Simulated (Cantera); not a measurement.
A closed system holds: 1 mol PbO, 6.2 mol H2, at 1050 K.

Equilibrium computed with Cantera from the NASA thermochemical tables; the gas is ideal and each condensed phase is pure. Candidate condensed phases: H2O, Pb, PbO, PbO2, Pb3O4; 12 gas species. Kinetics and transport are ignored.

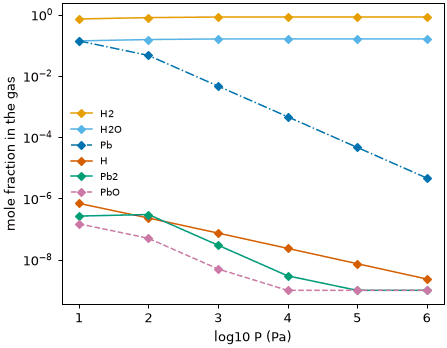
*Equilibrium gas composition (values under 1e-9 drawn at 1e-9)*

Task: Read off the mole fractions at 1.00 mbar.

Result: H2 about 0.80, H2O about 0.15, Pb about 0.047, Pb2 about 3.0e-7, H about 2.3e-7, PbO about 5.0e-8.
